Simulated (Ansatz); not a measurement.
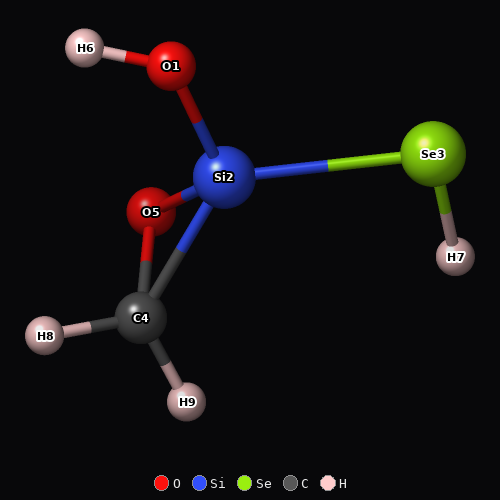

The system is CH4O2SeSi, SMILES O[Si]1([SeH])CO1; the picture shows the reference structure. The first coordinate is: dihedral H6–O1–Si2–C4; the second: dihedral C4–Si2–Se3–H7. Nothing is relaxed (all other coordinates rigid). Grid: 18 × 18 points. Points are written as (first, second). All energies are given in kJ/mol relative to the lowest grid point. Method: RHF/def2-SVP in Ansatz.

Its coordinates:

```xyz
9

O    -0.8167    1.2616    1.3566
Si    0.0604    0.4010    0.2923
Se    2.1942    0.9210    0.7624
C    -0.5082   -1.0666   -0.5846
O    -0.4561    0.2533   -1.2520
H    -1.7563    1.3221    1.2713
H     2.7298    0.1003   -0.3136
H    -1.5230   -1.4502   -0.5090
H     0.1645   -1.7886   -1.0404
```

Range: dihedral H6–O1–Si2–C4 from −180 to 160°; dihedral C4–Si2–Se3–H7 from −180 to 160°.

What will the energy surface look like?

Answer. The lowest grid point is at (−40°, 20°). Higher local minima lie near (−20°, −160°) (2.8 kJ/mol above the lowest at that grid point); (140°, 160°) (17.2 kJ/mol above the lowest at that grid point). The highest grid point, (60°, −60°), lies 34.7 kJ/mol above the lowest. Round the minimum the valley is somewhat tilted: raising dihedral H6–O1–Si2–C4 shifts the best value of dihedral C4–Si2–Se3–H7 upwards (coupling k₁₂/√(k₁₁k₂₂) about −0.3).

```csv
"dihedral C4–Si2–Se3–H7 ↓, dihedral H6–O1–Si2–C4 →",−160,−120,−80,−40,0,40,80,120,160
140,25.0,27.4,20.1,11.8,15.3,25.1,26.4,20.2,19.3
100,22.6,28.5,24.9,15.9,17.1,28.1,32.4,25.5,19.3
60,11.6,15.0,13.7,7.1,7.0,15.7,22.1,19.4,13.2
20,9.8,8.9,4.5,0.0,2.4,9.3,12.5,11.3,10.3
−20,21.2,21.7,14.3,8.0,13.0,21.8,21.9,16.5,16.6
−60,25.7,30.5,25.1,16.7,20.2,31.7,34.1,26.2,21.2
−100,17.6,21.6,19.1,11.7,13.0,23.7,30.0,25.8,18.4
−140,15.1,14.2,10.0,3.9,5.6,14.7,21.3,21.9,18.9
−180,21.1,18.6,10.9,4.1,7.3,15.7,18.5,17.2,19.4
```

The table holds every second grid line.

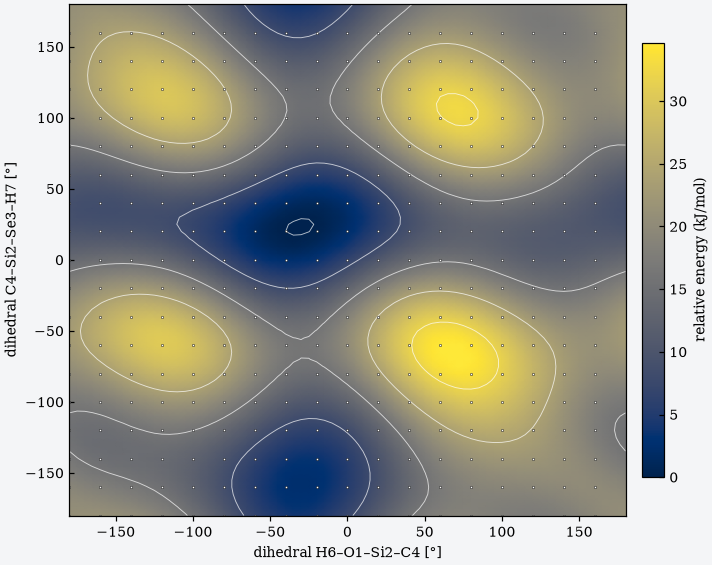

In the figure: a smooth colour map with a few white contour lines, dots at the grid points. Between grid points the surface is interpolated.

Each point was launched as `ansatz run input.yaml --threads 1 --pin off --max-ram 2560MiB --backend cpu --events-out ev --progress --plain --runs-dir out`. The whole map (324 points run) took 18 min on 1 thread of Arm Neoverse V1, with other jobs on the host.
